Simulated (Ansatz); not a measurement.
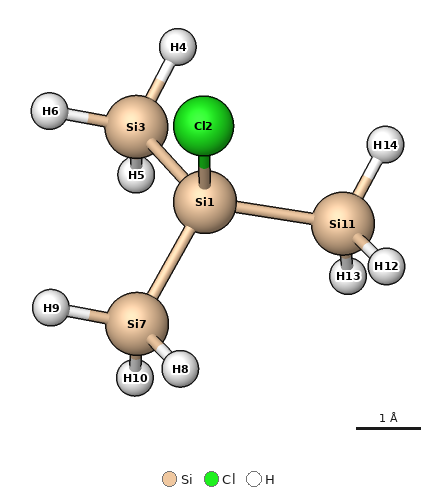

Fig. 1: The input geometry (ball-and-stick view, seen at a tilt; atoms are numbered from 1 in the order of the input). Bond lengths as drawn: Cl–Si 2.14 Å, H–Si 1.44 to 1.45 Å and Si–Si 2.27 Å.

Molecular dynamics, with input and output: Si₄H₉Cl (part 1 of 3)

The run: molecular dynamics of Si₄H₉Cl. Method and program: RKS r2SCAN/STO-3G (Ansatz 0.2.0).

It belongs to a series of runs on one base structure; here: dynamics from the start. Figures and captions count atoms from 1; the log counts them from 0 in places.

### What the program printed
```
Engine: ansatz 0.2.0, aarch64-unknown-linux-gnu
Functional definition: r2SCAN
  parameter k0 = 0.174
  parameter k1 = 0.065
  parameter a1 = 4.9479
  exchange = r2scan_x(k0 = k0, k1 = k1, a1 = a1)
  correlation = r2scan_c
687 factors; integrals over basis functions are off by at most 1.0e-5 eV
mean field evaluation 1: about -43675.1412 eV, gradient 2.8e1 eV
mean field evaluation 2: about -43674.7055 eV, gradient 3.0e1 eV
mean field evaluation 4: about -43678.1733 eV, gradient 7.7e-1 eV
mean field evaluation 8: about -43678.1321 eV, gradient 2.1e-3 eV
mean field -43678.13206210 eV, -1605.1417471807 hartree, gradient 4.3e-5 eV, S^2 0.000000; 0 other end points of the search recorded, 0 dependent functions left out
the calculation of the forces begins
reference -43678.13207061 eV, -1605.1417474937 hartree; 41, 41 occupied and 13, 13 virtual orbitals, 687 factors
md step     0: t =     0.00 fs  T =   400.0 K  F+E_penalty+E_count = -43678.13206210 eV  E_kin = 0.620448 eV  conserved = -43677.51161410 eV  (19 SCF iters)
these checks for a lower state are left out or cut short: starts, cluster_reference, orbital_swaps, neighbouring_geometries, increment
687 factors; integrals over basis functions are off by at most 1.0e-5 eV
mean field evaluation 16: about -43678.1211 eV, gradient 1.6e-5 eV
mean field -43678.12109988 eV, -1605.1413443266 hartree, gradient 3.5e-5 eV, S^2 0.000000; 0 other end points of the search recorded, 0 dependent functions left out
the calculation of the forces begins
reference -43678.12110840 eV, -1605.1413446401 hartree; 41, 41 occupied and 13, 13 virtual orbitals, 687 factors
md step     1: t =     0.50 fs  T =   393.0 K  F+E_penalty+E_count = -43678.12109988 eV  E_kin = 0.609642 eV  conserved = -43677.51145936 eV  (21 SCF iters)
[... from here on the SCF iterations and repeated set-up lines of each step are left out, up to the last step ...]
md step     2: t =     1.00 fs  T =   373.2 K  F+E_penalty+E_count = -43678.08989405 eV  E_kin = 0.578833 eV  conserved = -43677.51107973 eV  (21 SCF iters)
md step     3: t =     1.50 fs  T =   344.2 K  F+E_penalty+E_count = -43678.04435632 eV  E_kin = 0.533862 eV  conserved = -43677.51057800 eV  (21 SCF iters)
md step     4: t =     2.00 fs  T =   311.1 K  F+E_penalty+E_count = -43677.99238851 eV  E_kin = 0.482556 eV  conserved = -43677.51006337 eV  (22 SCF iters)
md step     5: t =     2.50 fs  T =   279.2 K  F+E_penalty+E_count = -43677.94215773 eV  E_kin = 0.433021 eV  conserved = -43677.50962675 eV  (20 SCF iters)
md step     6: t =     3.00 fs  T =   252.8 K  F+E_penalty+E_count = -43677.90060547 eV  E_kin = 0.392147 eV  conserved = -43677.50933681 eV  (17 SCF iters)
md step     7: t =     3.50 fs  T =   235.0 K  F+E_penalty+E_count = -43677.87234833 eV  E_kin = 0.364523 eV  conserved = -43677.50923217 eV  (17 SCF iters)
md step     8: t =     4.00 fs  T =   226.8 K  F+E_penalty+E_count = -43677.85905085 eV  E_kin = 0.351820 eV  conserved = -43677.50932267 eV  (17 SCF iters)
md step     9: t =     4.50 fs  T =   227.3 K  F+E_penalty+E_count = -43677.85927195 eV  E_kin = 0.352639 eV  conserved = -43677.50958808 eV  (17 SCF iters)
md step    10: t =     5.00 fs  T =   233.9 K  F+E_penalty+E_count = -43677.86878357 eV  E_kin = 0.362828 eV  conserved = -43677.50998074 eV  (17 SCF iters)
md step    11: t =     5.50 fs  T =   242.6 K  F+E_penalty+E_count = -43677.88134178 eV  E_kin = 0.376235 eV  conserved = -43677.51042857 eV  (21 SCF iters)
md step    12: t =     6.00 fs  T =   248.8 K  F+E_penalty+E_count = -43677.88987138 eV  E_kin = 0.385883 eV  conserved = -43677.51083538 eV  (21 SCF iters)
md step    13: t =     6.50 fs  T =   248.5 K  F+E_penalty+E_count = -43677.88799405 eV  E_kin = 0.385470 eV  conserved = -43677.51109749 eV  (21 SCF iters)
md step    14: t =     7.00 fs  T =   239.2 K  F+E_penalty+E_count = -43677.87167908 eV  E_kin = 0.371003 eV  conserved = -43677.51112097 eV  (21 SCF iters)
md step    15: t =     7.50 fs  T =   220.6 K  F+E_penalty+E_count = -43677.84068117 eV  E_kin = 0.342214 eV  conserved = -43677.51085752 eV  (21 SCF iters)
md step    16: t =     8.00 fs  T =   195.5 K  F+E_penalty+E_count = -43677.79926291 eV  E_kin = 0.303260 eV  conserved = -43677.51033304 eV  (21 SCF iters)
md step    17: t =     8.50 fs  T =   169.1 K  F+E_penalty+E_count = -43677.75573123 eV  E_kin = 0.262277 eV  conserved = -43677.50966541 eV  (21 SCF iters)
md step    18: t =     9.00 fs  T =   148.0 K  F+E_penalty+E_count = -43677.72056436 eV  E_kin = 0.229539 eV  conserved = -43677.50904779 eV  (18 SCF iters)
md step    19: t =     9.50 fs  T =   138.3 K  F+E_penalty+E_count = -43677.70342411 eV  E_kin = 0.214571 eV  conserved = -43677.50868724 eV  (21 SCF iters)
md step    20: t =    10.00 fs  T =   143.8 K  F+E_penalty+E_count = -43677.70997665 eV  E_kin = 0.223055 eV  conserved = -43677.50872057 eV  (17 SCF iters)
md step    21: t =    10.50 fs  T =   164.2 K  F+E_penalty+E_count = -43677.73978325 eV  E_kin = 0.254769 eV  conserved = -43677.50914992 eV  (17 SCF iters)
md step    22: t =    11.00 fs  T =   195.6 K  F+E_penalty+E_count = -43677.78621797 eV  E_kin = 0.303448 eV  conserved = -43677.50983987 eV  (18 SCF iters)
md step    23: t =    11.50 fs  T =   231.2 K  F+E_penalty+E_count = -43677.83848542 eV  E_kin = 0.358674 eV  conserved = -43677.51057213 eV  (21 SCF iters)
md step    24: t =    12.00 fs  T =   263.7 K  F+E_penalty+E_count = -43677.88489480 eV  E_kin = 0.408996 eV  conserved = -43677.51114079 eV  (21 SCF iters)
md step    25: t =    12.50 fs  T =   286.9 K  F+E_penalty+E_count = -43677.91606755 eV  E_kin = 0.445061 eV  conserved = -43677.51141600 eV  (21 SCF iters)
md step    26: t =    13.00 fs  T =   297.7 K  F+E_penalty+E_count = -43677.92705280 eV  E_kin = 0.461744 eV  conserved = -43677.51136639 eV  (21 SCF iters)
md step    27: t =    13.50 fs  T =   295.8 K  F+E_penalty+E_count = -43677.91794145 eV  E_kin = 0.458834 eV  conserved = -43677.51104814 eV  (21 SCF iters)
md step    28: t =    14.00 fs  T =   283.9 K  F+E_penalty+E_count = -43677.89313221 eV  E_kin = 0.440401 eV  conserved = -43677.51056614 eV  (21 SCF iters)
md step    29: t =    14.50 fs  T =   266.5 K  F+E_penalty+E_count = -43677.85977186 eV  E_kin = 0.413319 eV  conserved = -43677.51003885 eV  (21 SCF iters)
md step    30: t =    15.00 fs  T =   248.5 K  F+E_penalty+E_count = -43677.82592336 eV  E_kin = 0.385487 eV  conserved = -43677.50957034 eV  (21 SCF iters)
md step    31: t =    15.50 fs  T =   234.8 K  F+E_penalty+E_count = -43677.79888329 eV  E_kin = 0.364159 eV  conserved = -43677.50924105 eV  (17 SCF iters)
md step    32: t =    16.00 fs  T =   228.6 K  F+E_penalty+E_count = -43677.78386753 eV  E_kin = 0.354633 eV  conserved = -43677.50909828 eV  (17 SCF iters)
md step    33: t =    16.50 fs  T =   231.7 K  F+E_penalty+E_count = -43677.78317653 eV  E_kin = 0.359380 eV  conserved = -43677.50916158 eV  (17 SCF iters)
md step    34: t =    17.00 fs  T =   243.5 K  F+E_penalty+E_count = -43677.79583948 eV  E_kin = 0.377657 eV  conserved = -43677.50941940 eV  (17 SCF iters)
md step    35: t =    17.50 fs  T =   261.5 K  F+E_penalty+E_count = -43677.81775009 eV  E_kin = 0.405588 eV  conserved = -43677.50983005 eV  (21 SCF iters)
md step    36: t =    18.00 fs  T =   281.6 K  F+E_penalty+E_count = -43677.84229316 eV  E_kin = 0.436733 eV  conserved = -43677.51032519 eV  (21 SCF iters)
md step    37: t =    18.50 fs  T =   298.6 K  F+E_penalty+E_count = -43677.86144909 eV  E_kin = 0.463159 eV  conserved = -43677.51080529 eV  (21 SCF iters)
md step    38: t =    19.00 fs  T =   307.5 K  F+E_penalty+E_count = -43677.86736567 eV  E_kin = 0.476973 eV  conserved = -43677.51115405 eV  (20 SCF iters)
md step    39: t =    19.50 fs  T =   304.4 K  F+E_penalty+E_count = -43677.85423578 eV  E_kin = 0.472209 eV  conserved = -43677.51125266 eV  (20 SCF iters)
md step    40: t =    20.00 fs  T =   288.0 K  F+E_penalty+E_count = -43677.82017233 eV  E_kin = 0.446715 eV  conserved = -43677.51101835 eV  (21 SCF iters)
md step    41: t =    20.50 fs  T =   260.1 K  F+E_penalty+E_count = -43677.76852135 eV  E_kin = 0.403500 eV  conserved = -43677.51044478 eV  (21 SCF iters)
md step    42: t =    21.00 fs  T =   226.2 K  F+E_penalty+E_count = -43677.70796333 eV  E_kin = 0.350892 eV  conserved = -43677.50963497 eV  (20 SCF iters)
md step    43: t =    21.50 fs  T =   194.1 K  F+E_penalty+E_count = -43677.65092051 eV  E_kin = 0.301033 eV  conserved = -43677.50879853 eV  (20 SCF iters)
md step    44: t =    22.00 fs  T =   172.0 K  F+E_penalty+E_count = -43677.61032856 eV  E_kin = 0.266752 eV  conserved = -43677.50819688 eV  (20 SCF iters)
md step    45: t =    22.50 fs  T =   166.1 K  F+E_penalty+E_count = -43677.59562828 eV  E_kin = 0.257671 eV  conserved = -43677.50803646 eV  (17 SCF iters)
md step    46: t =    23.00 fs  T =   178.6 K  F+E_penalty+E_count = -43677.60954129 eV  E_kin = 0.277009 eV  conserved = -43677.50837214 eV  (17 SCF iters)
md step    47: t =    23.50 fs  T =   206.6 K  F+E_penalty+E_count = -43677.64709083 eV  E_kin = 0.320495 eV  conserved = -43677.50907835 eV  (20 SCF iters)
md step    48: t =    24.00 fs  T =   243.6 K  F+E_penalty+E_count = -43677.69735695 eV  E_kin = 0.377909 eV  conserved = -43677.50990339 eV  (22 SCF iters)
md step    49: t =    24.50 fs  T =   281.4 K  F+E_penalty+E_count = -43677.74718182 eV  E_kin = 0.436548 eV  conserved = -43677.51058532 eV  (21 SCF iters)
md step    50: t =    25.00 fs  T =   312.8 K  F+E_penalty+E_count = -43677.78519299 eV  E_kin = 0.485115 eV  conserved = -43677.51094734 eV  (21 SCF iters)
md step    51: t =    25.50 fs  T =   333.1 K  F+E_penalty+E_count = -43677.80467402 eV  E_kin = 0.516613 eV  conserved = -43677.51093531 eV  (21 SCF iters)
md step    52: t =    26.00 fs  T =   341.4 K  F+E_penalty+E_count = -43677.80462542 eV  E_kin = 0.529544 eV  conserved = -43677.51060635 eV  (21 SCF iters)
md step    53: t =    26.50 fs  T =   340.0 K  F+E_penalty+E_count = -43677.78911936 eV  E_kin = 0.527443 eV  conserved = -43677.51008285 eV  (21 SCF iters)
md step    54: t =    27.00 fs  T =   333.5 K  F+E_penalty+E_count = -43677.76556842 eV  E_kin = 0.517306 eV  conserved = -43677.50949980 eV  (22 SCF iters)
md step    55: t =    27.50 fs  T =   327.3 K  F+E_penalty+E_count = -43677.74265444 eV  E_kin = 0.507607 eV  conserved = -43677.50897831 eV  (21 SCF iters)
md step    56: t =    28.00 fs  T =   326.5 K  F+E_penalty+E_count = -43677.72840014 eV  E_kin = 0.506396 eV  conserved = -43677.50860784 eV  (20 SCF iters)
md step    57: t =    28.50 fs  T =   335.1 K  F+E_penalty+E_count = -43677.72865903 eV  E_kin = 0.519759 eV  conserved = -43677.50844396 eV  (21 SCF iters)
md step    58: t =    29.00 fs  T =   355.1 K  F+E_penalty+E_count = -43677.74611347 eV  E_kin = 0.550751 eV  conserved = -43677.50851020 eV  (20 SCF iters)
md step    59: t =    29.50 fs  T =   386.1 K  F+E_penalty+E_count = -43677.77978129 eV  E_kin = 0.598815 eV  conserved = -43677.50880020 eV  (21 SCF iters)
md step    60: t =    30.00 fs  T =   425.3 K  F+E_penalty+E_count = -43677.82501755 eV  E_kin = 0.659675 eV  conserved = -43677.50927799 eV  (20 SCF iters)
md step    61: t =    30.50 fs  T =   467.9 K  F+E_penalty+E_count = -43677.87402623 eV  E_kin = 0.725757 eV  conserved = -43677.50987466 eV  (20 SCF iters)
md step    62: t =    31.00 fs  T =   507.5 K  F+E_penalty+E_count = -43677.91692993 eV  E_kin = 0.787185 eV  conserved = -43677.51048779 eV  (21 SCF iters)
md step    63: t =    31.50 fs  T =   537.3 K  F+E_penalty+E_count = -43677.94341106 eV  E_kin = 0.833402 eV  conserved = -43677.51098362 eV  (20 SCF iters)
md step    64: t =    32.00 fs  T =   551.4 K  F+E_penalty+E_count = -43677.94485281 eV  E_kin = 0.855338 eV  conserved = -43677.51121798 eV  (20 SCF iters)
md step    65: t =    32.50 fs  T =   546.6 K  F+E_penalty+E_count = -43677.91669728 eV  E_kin = 0.847847 eV  conserved = -43677.51106613 eV  (20 SCF iters)
md step    66: t =    33.00 fs  T =   523.4 K  F+E_penalty+E_count = -43677.86043542 eV  E_kin = 0.811785 eV  conserved = -43677.51048441 eV  (20 SCF iters)
md step    67: t =    33.50 fs  T =   486.6 K  F+E_penalty+E_count = -43677.78433807 eV  E_kin = 0.754837 eV  conserved = -43677.50955685 eV  (20 SCF iters)
md step    68: t =    34.00 fs  T =   445.1 K  F+E_penalty+E_count = -43677.70219302 eV  E_kin = 0.690356 eV  conserved = -43677.50850761 eV  (20 SCF iters)
md step    69: t =    34.50 fs  T =   408.7 K  F+E_penalty+E_count = -43677.62983657 eV  E_kin = 0.633978 eV  conserved = -43677.50765886 eV  (20 SCF iters)
md step    70: t =    35.00 fs  T =   386.1 K  F+E_penalty+E_count = -43677.58024723 eV  E_kin = 0.598814 eV  conserved = -43677.50729565 eV  (20 SCF iters)
md step    71: t =    35.50 fs  T =   381.0 K  F+E_penalty+E_count = -43677.55911752 eV  E_kin = 0.591040 eV  conserved = -43677.50753118 eV  (20 SCF iters)
md step    72: t =    36.00 fs  T =   391.9 K  F+E_penalty+E_count = -43677.56296801 eV  E_kin = 0.607905 eV  conserved = -43677.50824301 eV  (20 SCF iters)
md step    73: t =    36.50 fs  T =   412.0 K  F+E_penalty+E_count = -43677.58078467 eV  E_kin = 0.639119 eV  conserved = -43677.50913411 eV  (20 SCF iters)
md step    74: t =    37.00 fs  T =   432.6 K  F+E_penalty+E_count = -43677.59836609 eV  E_kin = 0.670945 eV  conserved = -43677.50987585 eV  (20 SCF iters)
md step    75: t =    37.50 fs  T =   445.5 K  F+E_penalty+E_count = -43677.60332722 eV  E_kin = 0.691052 eV  conserved = -43677.51024426 eV  (21 SCF iters)
md step    76: t =    38.00 fs  T =   446.2 K  F+E_penalty+E_count = -43677.58872193 eV  E_kin = 0.692181 eV  conserved = -43677.51017295 eV  (21 SCF iters)
md step    77: t =    38.50 fs  T =   434.3 K  F+E_penalty+E_count = -43677.55434676 eV  E_kin = 0.673618 eV  conserved = -43677.50973223 eV  (21 SCF iters)
md step    78: t =    39.00 fs  T =   413.0 K  F+E_penalty+E_count = -43677.50591787 eV  E_kin = 0.640572 eV  conserved = -43677.50907268 eV  (22 SCF iters)
md step    79: t =    39.50 fs  T =   388.2 K  F+E_penalty+E_count = -43677.45291566 eV  E_kin = 0.602180 eV  conserved = -43677.50836163 eV  (21 SCF iters)
md step    80: t =    40.00 fs  T =   366.9 K  F+E_penalty+E_count = -43677.40605611 eV  E_kin = 0.569066 eV  conserved = -43677.50773447 eV  (20 SCF iters)
md step    81: t =    40.50 fs  T =   355.3 K  F+E_penalty+E_count = -43677.37508728 eV  E_kin = 0.551145 eV  conserved = -43677.50728885 eV  (21 SCF iters)
md step    82: t =    41.00 fs  T =   358.4 K  F+E_penalty+E_count = -43677.36714791 eV  E_kin = 0.555942 eV  conserved = -43677.50708061 eV  (21 SCF iters)
md step    83: t =    41.50 fs  T =   378.8 K  F+E_penalty+E_count = -43677.38574059 eV  E_kin = 0.587492 eV  conserved = -43677.50713153 eV  (21 SCF iters)
md step    84: t =    42.00 fs  T =   416.3 K  F+E_penalty+E_count = -43677.43024475 eV  E_kin = 0.645756 eV  conserved = -43677.50743618 eV  (20 SCF iters)
md step    85: t =    42.50 fs  T =   468.4 K  F+E_penalty+E_count = -43677.49589431 eV  E_kin = 0.726487 eV  conserved = -43677.50796353 eV  (20 SCF iters)
md step    86: t =    43.00 fs  T =   529.7 K  F+E_penalty+E_count = -43677.57421328 eV  E_kin = 0.821557 eV  conserved = -43677.50865199 eV  (20 SCF iters)
md step    87: t =    43.50 fs  T =   593.0 K  F+E_penalty+E_count = -43677.65398401 eV  E_kin = 0.919840 eV  conserved = -43677.50940292 eV  (20 SCF iters)
md step    88: t =    44.00 fs  T =   650.4 K  F+E_penalty+E_count = -43677.72283837 eV  E_kin = 1.008773 eV  conserved = -43677.51008034 eV  (20 SCF iters)
md step    89: t =    44.50 fs  T =   694.1 K  F+E_penalty+E_count = -43677.76947958 eV  E_kin = 1.076616 eV  conserved = -43677.51051528 eV  (20 SCF iters)
md step    90: t =    45.00 fs  T =   719.0 K  F+E_penalty+E_count = -43677.78636754 eV  E_kin = 1.115216 eV  conserved = -43677.51055015 eV  (20 SCF iters)
md step    91: t =    45.50 fs  T =   723.8 K  F+E_penalty+E_count = -43677.77223972 eV  E_kin = 1.122646 eV  conserved = -43677.51009469 eV  (20 SCF iters)
md step    92: t =    46.00 fs  T =   712.2 K  F+E_penalty+E_count = -43677.73350920 eV  E_kin = 1.104696 eV  conserved = -43677.50920222 eV  (20 SCF iters)
md step    93: t =    46.50 fs  T =   692.5 K  F+E_penalty+E_count = -43677.68345516 eV  E_kin = 1.074143 eV  conserved = -43677.50809733 eV  (20 SCF iters)
md step    94: t =    47.00 fs  T =   675.2 K  F+E_penalty+E_count = -43677.63868797 eV  E_kin = 1.047262 eV  conserved = -43677.50715033 eV  (20 SCF iters)
md step    95: t =    47.50 fs  T =   669.3 K  F+E_penalty+E_count = -43677.61347784 eV  E_kin = 1.038221 eV  conserved = -43677.50673007 eV  (20 SCF iters)
md step    96: t =    48.00 fs  T =   679.2 K  F+E_penalty+E_count = -43677.61413481 eV  E_kin = 1.053500 eV  conserved = -43677.50701328 eV  (20 SCF iters)
md step    97: t =    48.50 fs  T =   702.1 K  F+E_penalty+E_count = -43677.63625411 eV  E_kin = 1.089081 eV  conserved = -43677.50787717 eV  (20 SCF iters)
md step    98: t =    49.00 fs  T =   729.8 K  F+E_penalty+E_count = -43677.66643107 eV  E_kin = 1.131974 eV  conserved = -43677.50895915 eV  (20 SCF iters)
```
